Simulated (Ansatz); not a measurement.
# H4O2SiZn: the cost of one run

Program: Ansatz 0.2.0, Gaussian basis. Level of theory: the settings change from run to run. These are calculated values, not measurements.

## (1) The geometry

The geometry comes from an earlier relaxation with PBE0-D4 in a triple-zeta def2 set; it is a stationary point, not always the lowest conformer.

SMILES `[OH][Zn][O][SiH3]`, 8 atoms, charge 0, spin multiplicity 1.

Atoms are counted from 1 here; the program's logs count them from 0.

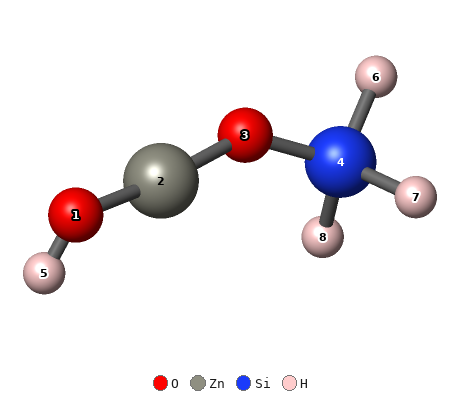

The structure; oxygen red, zinc grey, silicon blue, hydrogen pink; atoms are numbered from 1 in the order of the file.

## (2) CCSD/def2-SVPD

This run has charge +1, multiplicity 2, restricted open-shell orbitals, correlated electrons set to outside_noble_gas, high accuracy.

Input file in.yaml:

```yaml
crystal:
  periodic: [false, false, false]
  atoms:
    - {symbol: O, position_ang: [0.888625, 2.399323, -2.014302]}
    - {symbol: Zn, position_ang: [0.536245, 1.249397, -0.726569]}
    - {symbol: O, position_ang: [0.164025, 0.244974, 0.663004]}
    - {symbol: Si, position_ang: [-0.555054, -1.142010, 1.103113]}
    - {symbol: H, position_ang: [1.325606, 2.028161, -2.782851]}
    - {symbol: H, position_ang: [-0.536935, -1.254440, 2.585608]}
    - {symbol: H, position_ang: [-1.972309, -1.198808, 0.640064]}
    - {symbol: H, position_ang: [0.149796, -2.326577, 0.531932]}
basis:
  gaussian: {orbitals: def2-SVPD}
total_charge: 1
magnetization: {spin_polarized: false, initial_magnetization: 1}
hamiltonian: {xc: {name: HF}}
correlation: {method: ccsd, electrons: outside_noble_gas}
accuracy: high
```

On the command line:

```
ansatz run in.yaml --threads 4 --pin off --events-out ev --progress --plain --max-ram 10444MiB
```

What time and memory should one allow on 4 threads of Arm Neoverse V2, shared host?

About 6 min, with a peak of 3.6 GiB.
